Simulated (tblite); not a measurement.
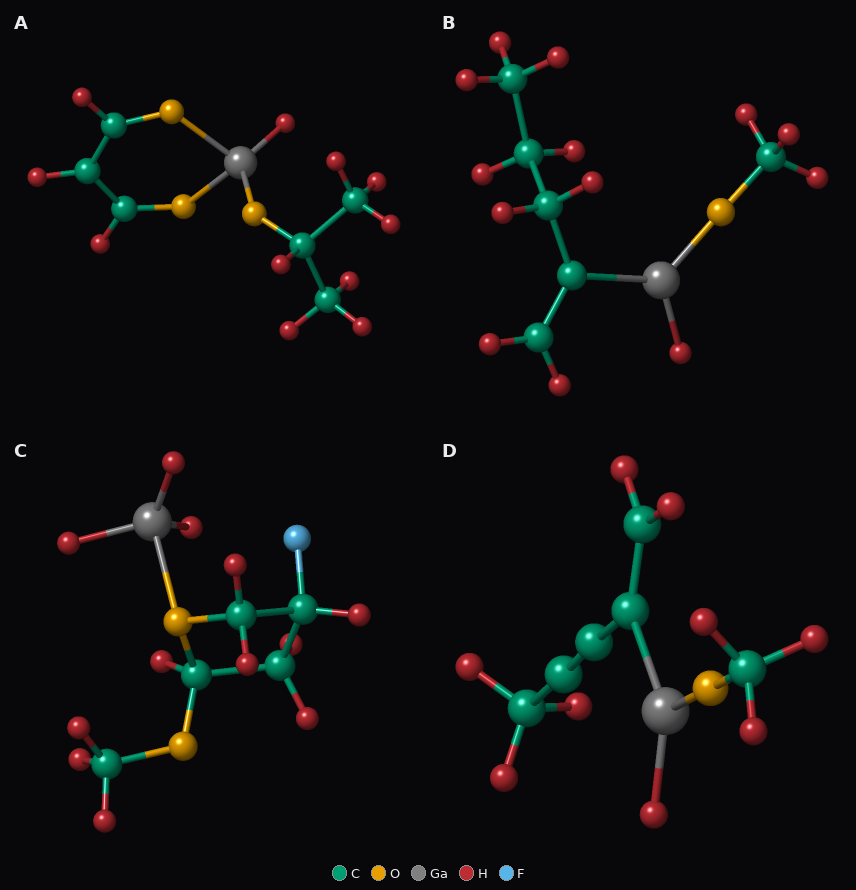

(Drawn from a calculation with tblite.)

**Which panel belongs to which SMILES?**
(1) CO[C@@H]1C[C@@H](F)C[O+]1[GaH3-]
(2) C=[C](C#CC)[GaH][O]C
(3) CC(C)[O][Ga@H-]1[O]C=CC=[O+]1
(4) C=[C](CCC)[GaH][O]C

A is (3), B is (4), C is (1), D is (2).
